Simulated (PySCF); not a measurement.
## Geometry relaxation of C4H13PSi2

- system: C4H13PSi2
- method: PBE0-D3(BJ)/def2-SVP geometry optimisation, gas phase (PySCF 2.14.0)

It belongs to a series of runs on one base structure; here: constitutional isomer.

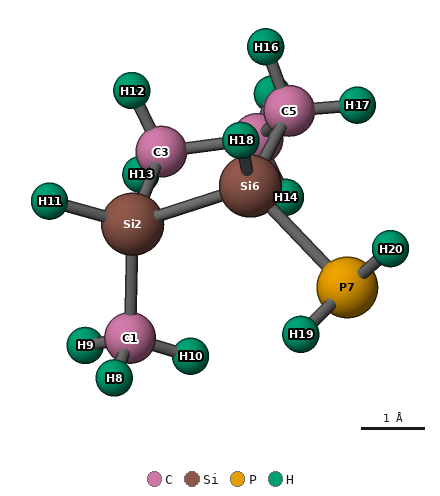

The input geometry (ball-and-stick view, seen at a tilt; atoms are numbered from 1 in the order of the input). Bond lengths as drawn: C–C 1.49 to 1.56 Å, C–H 1.06 to 1.12 Å, C–Si 1.91 to 1.93 Å, H–P 1.36 to 1.39 Å, H–Si 1.48 Å, P–Si 2.26 Å and Si–Si 2.34 Å.

Results in brief

```json
{"quantity": "outcome", "value": "converged"}
{"quantity": "total energy", "value": "−1079.667519 hartree"}
{"quantity": "dipole moment", "value": "0.63 D"}
{"quantity": "point group", "value": "C1"}
{"quantity": "hardware", "value": "1 CPU thread, shared host"}
{"quantity": "wall time", "value": "6.5 min"}
{"quantity": "peak memory", "value": "0.76 GiB"}
```

Input file
```
{"job": {"xc": "PBE0", "basis": "def2-SVP", "d3": "d3bj", "grid": 1, "shake": 0.01, "kind": "geom"}, "charge": 0, "multiplicity": 1}
C     -1.141120    -2.236160    -0.519800
Si    -0.635860    -1.006110     0.845880
C     -1.601010     0.655480     0.699360
C     -0.745340     1.630600    -0.165450
C      0.653470     1.776340     0.331190
Si     1.426130     0.038970     0.503740
P      2.405900    -0.447550    -1.475820
H     -0.616750    -3.149200    -0.443010
H     -2.227190    -2.420770    -0.463260
H     -0.945370    -1.805730    -1.497500
H     -0.908650    -1.622290     2.166060
H     -1.701750     1.095170     1.707020
H     -2.609220     0.547480     0.281790
H     -0.772470     1.259080    -1.183530
H     -1.276480     2.594320    -0.181130
H      0.641080     2.288270     1.323040
H      1.215030     2.443190    -0.337230
H      2.428010     0.065860     1.592100
H      2.742190    -1.742430    -1.110620
H      3.618400     0.050880    -1.127600
```

The first line tells a small driver script what to run in PySCF; the rest is the geometry in Å.

Launch command:
```bash
OMP_NUM_THREADS=1 python <driver script> task.json out
```

Output
```
step   0  E = -1079.65851175  max force = 0.036016
step   1  E = -1079.66685410  max force = 0.007978
step   2  E = -1079.66736007  max force = 0.001873
step   3  E = -1079.66742100  max force = 0.000880
step   4  E = -1079.66745366  max force = 0.001466
step   5  E = -1079.66748852  max force = 0.001290
step   6  E = -1079.66750519  max force = 0.000846
step   7  E = -1079.66751947  max force = 0.000378
optimisation converged
```

Trajectory as extended XYZ (Å, eV, eV/Å), 5 of the 8 frames kept, from step=0 to step=7
```
20
Properties=species:S:1:pos:R:3:forces:R:3 step=0 energy=-29379.00453
C    -1.1411   -2.2362   -0.5198   -0.8756   1.6355   0.4443
Si   -0.6359   -1.0061    0.8459   -0.6218   0.0199  -0.4569
C    -1.6010    0.6555    0.6994    0.8730   0.1612  -0.1424
C    -0.7453    1.6306   -0.1655   -1.7638  -0.2825   0.5451
C     0.6535    1.7763    0.3312    0.6076   0.4124   0.5746
Si    1.4261    0.0390    0.5037    0.0831   0.4086   0.0052
P     2.4059   -0.4476   -1.4758   -1.8520   0.0275  -0.7885
H    -0.6168   -3.1492   -0.4430    0.7902  -1.4918   0.1463
H    -2.2272   -2.4208   -0.4633    0.0834  -0.0907   0.0792
H    -0.9454   -1.8057   -1.4975    0.1588   0.2082  -0.4855
H    -0.9086   -1.6223    2.1661    0.1366  -0.1414   0.2766
H    -1.7018    1.0952    1.7070   -0.0737  -0.1136   0.0533
H    -2.6092    0.5475    0.2818   -0.1470  -0.1067  -0.0285
H    -0.7725    1.2591   -1.1835    0.1612  -0.1640  -0.7446
H    -1.2765    2.5943   -0.1811    0.0837   0.2060  -0.1264
H     0.6411    2.2883    1.3230    0.1008  -0.2964  -0.2456
H     1.2150    2.4432   -0.3372    0.2538  -0.0157  -0.0494
H     2.4280    0.0659    1.5921    0.1958  -0.1660   0.2925
H     2.7422   -1.7424   -1.1106    0.2256  -0.9381   0.1930
H     3.6184    0.0509   -1.1276    1.5804   0.7275   0.4577
20
Properties=species:S:1:pos:R:3:forces:R:3 step=2 energy=-29379.24531
C    -1.2649   -2.4727   -0.6221   -0.0184  -0.0963   0.0044
Si   -0.9247   -1.3304    0.8375    0.0568   0.0182  -0.0264
C    -1.9445    0.2784    0.7415   -0.0058   0.0152   0.0098
C    -1.1615    1.3245   -0.0672    0.0030  -0.0061  -0.0004
C     0.2598    1.5275    0.4784   -0.0118   0.0151   0.0267
Si    1.1086   -0.1766    0.6144   -0.0199  -0.0305  -0.0133
P     2.0246   -0.6945   -1.4027    0.0706   0.0029   0.0676
H    -0.6744   -3.4009   -0.5479   -0.0093   0.0541  -0.0016
H    -2.3298   -2.7543   -0.6615    0.0165   0.0062   0.0031
H    -1.0035   -1.9822   -1.5726   -0.0049   0.0154   0.0045
H    -1.1298   -2.0573    2.1299   -0.0279  -0.0016  -0.0008
H    -2.1039    0.6443    1.7716    0.0067   0.0074  -0.0073
H    -2.9457    0.1048    0.3133    0.0073  -0.0032  -0.0049
H    -1.1010    1.0009   -1.1226    0.0090  -0.0020   0.0033
H    -1.7028    2.2860   -0.0802   -0.0113   0.0009  -0.0075
H     0.2131    1.9603    1.4941    0.0060   0.0003  -0.0056
H     0.8324    2.2361   -0.1414    0.0025  -0.0009   0.0045
H     2.1012   -0.2384    1.7326    0.0103   0.0047  -0.0004
H     2.4018   -2.0176   -1.0123   -0.0036   0.0185  -0.0099
H     3.3147   -0.1437   -1.1080   -0.0756  -0.0182  -0.0456
20
Properties=species:S:1:pos:R:3:forces:R:3 step=4 energy=-29379.24786
C    -1.2673   -2.4819   -0.6118   -0.0113   0.0388   0.0010
Si   -0.9258   -1.3298    0.8410   -0.0166  -0.0129  -0.0060
C    -1.9419    0.2816    0.7340    0.0095   0.0037  -0.0075
C    -1.1506    1.3249   -0.0693   -0.0051   0.0109  -0.0010
C     0.2646    1.5268    0.4907    0.0094   0.0026  -0.0055
Si    1.1083   -0.1812    0.6214    0.0259   0.0192   0.0236
P     2.0009   -0.6989   -1.4030   -0.0754  -0.0226  -0.0258
H    -0.6671   -3.4004   -0.5361    0.0215  -0.0294  -0.0039
H    -2.3300   -2.7695   -0.6463    0.0046  -0.0061   0.0087
H    -1.0124   -1.9883   -1.5627   -0.0081  -0.0024  -0.0027
H    -1.1501   -2.0513    2.1337   -0.0019   0.0083   0.0047
H    -2.1091    0.6524    1.7608   -0.0023  -0.0041   0.0024
H    -2.9385    0.1066    0.2963   -0.0033   0.0011  -0.0016
H    -1.0755    0.9985   -1.1229   -0.0044  -0.0055  -0.0005
H    -1.6938    2.2857   -0.0924    0.0049  -0.0020  -0.0028
H     0.2148    1.9581    1.5066   -0.0095  -0.0072  -0.0006
H     0.8437    2.2342   -0.1243    0.0048   0.0025   0.0039
H     2.1079   -0.2399    1.7343    0.0026  -0.0118  -0.0047
H     2.4086   -2.0112   -1.0147    0.0132  -0.0126   0.0047
H     3.2830   -0.1222   -1.1608    0.0414   0.0292   0.0136
20
Properties=species:S:1:pos:R:3:forces:R:3 step=5 energy=-29379.24880
C    -1.2696   -2.4901   -0.5981    0.0179   0.0607   0.0015
Si   -0.9279   -1.3279    0.8470   -0.0420  -0.0183   0.0085
C    -1.9387    0.2867    0.7257    0.0127  -0.0019  -0.0174
C    -1.1380    1.3261   -0.0732   -0.0031   0.0024  -0.0017
C     0.2721    1.5251    0.5006    0.0215  -0.0051  -0.0278
Si    1.1099   -0.1863    0.6281    0.0182   0.0302   0.0392
P     1.9683   -0.7062   -1.4081   -0.0664  -0.0209  -0.0511
H    -0.6571   -3.4007   -0.5241    0.0086  -0.0287  -0.0053
H    -2.3293   -2.7880   -0.6216   -0.0051  -0.0151   0.0076
H    -1.0280   -1.9961   -1.5524   -0.0083  -0.0083  -0.0024
H    -1.1669   -2.0400    2.1425    0.0106   0.0110   0.0062
H    -2.1139    0.6612    1.7497   -0.0067  -0.0058   0.0048
H    -2.9314    0.1116    0.2792   -0.0024   0.0052   0.0015
H    -1.0514    0.9954   -1.1246   -0.0091  -0.0030   0.0003
H    -1.6793    2.2875   -0.1063    0.0083   0.0010   0.0035
H     0.2160    1.9536    1.5171   -0.0136  -0.0066   0.0043
H     0.8590    2.2317   -0.1082   -0.0006   0.0053   0.0069
H     2.1185   -0.2484    1.7326    0.0019  -0.0167  -0.0087
H     2.4156   -2.0059   -1.0210    0.0149  -0.0058   0.0084
H     3.2421   -0.0949   -1.2103    0.0426   0.0203   0.0218
20
Properties=species:S:1:pos:R:3:forces:R:3 step=7 energy=-29379.24965
C    -1.2768   -2.5008   -0.5724    0.0151   0.0035   0.0043
Si   -0.9336   -1.3224    0.8583   -0.0129  -0.0007   0.0062
C    -1.9339    0.2973    0.7138    0.0055  -0.0021  -0.0039
C    -1.1195    1.3293   -0.0811    0.0019  -0.0055  -0.0007
C     0.2860    1.5211    0.5064    0.0139  -0.0068  -0.0154
Si    1.1130   -0.1950    0.6305   -0.0194   0.0028   0.0091
P     1.9252   -0.7191   -1.4243    0.0162   0.0029  -0.0169
H    -0.6470   -3.4014   -0.5041   -0.0065   0.0047  -0.0010
H    -2.3309   -2.8197   -0.5730   -0.0041  -0.0076   0.0008
H    -1.0628   -2.0109   -1.5352   -0.0037   0.0000   0.0013
H    -1.1804   -2.0144    2.1632    0.0074   0.0060   0.0035
H    -2.1182    0.6769    1.7345   -0.0056   0.0002   0.0008
H    -2.9232    0.1260    0.2583    0.0019   0.0021  -0.0010
H    -1.0263    0.9941   -1.1305   -0.0041   0.0015   0.0001
H    -1.6537    2.2943   -0.1219    0.0020   0.0027   0.0044
H     0.2187    1.9425    1.5253   -0.0030  -0.0011   0.0036
H     0.8819    2.2298   -0.0910   -0.0046   0.0051   0.0040
H     2.1373   -0.2721    1.7188    0.0051  -0.0049  -0.0068
H     2.4282   -1.9983   -1.0344   -0.0001   0.0043   0.0031
H     3.1858   -0.0631   -1.2668   -0.0050  -0.0070   0.0045
```

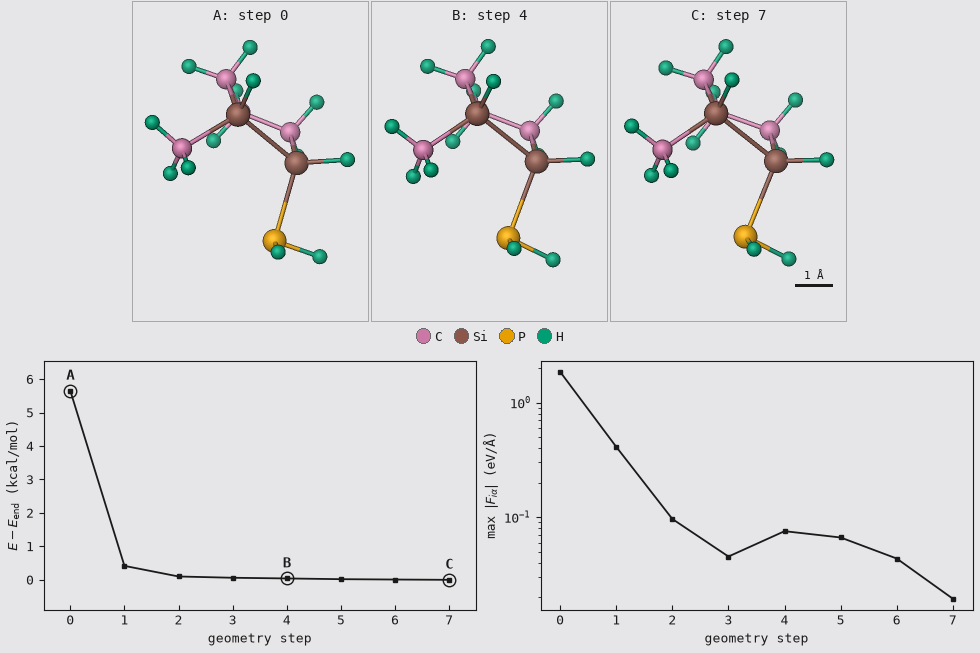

Frames of the relaxation (ball-and-stick view, seen at a tilt) above the curves, on which the letters mark them (steps are counted from 0).

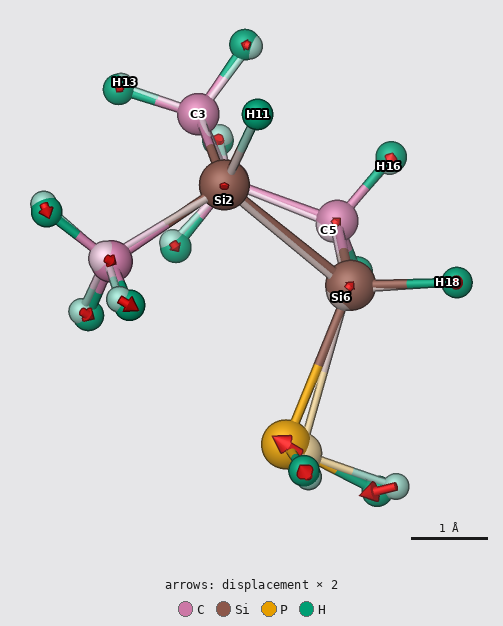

Start (faint) and end (solid) with the displacements as red arrows, magnified 2 times (ball-and-stick view, seen at a tilt). The two geometries are laid on each other by the best rigid fit. H20 moves most after the best rigid fit: 0.28 Å. Largest moves by element: H 0.28 Å, P 0.25 Å, C 0.09 Å, Si 0.07 Å. Among the contacts that change: P7–H20 1.356 → 1.430 Å, C1–H8 1.056 → 1.101 Å, C4–C5 1.491 → 1.535 Å, P7–H19 1.387 → 1.429 Å. Among the angles that change: Si2–Si6–P7 114.5° → 106.8°, C5–Si6–H18 108.9° → 113.0°, C3–C4–H15 106.9° → 110.5°. The energy falls by 5.65 kcal/mol in 7 geometry steps. The largest force component goes from 1.9 to 0.019 eV/Å. (Atoms are counted from 1 in the order of the input.)
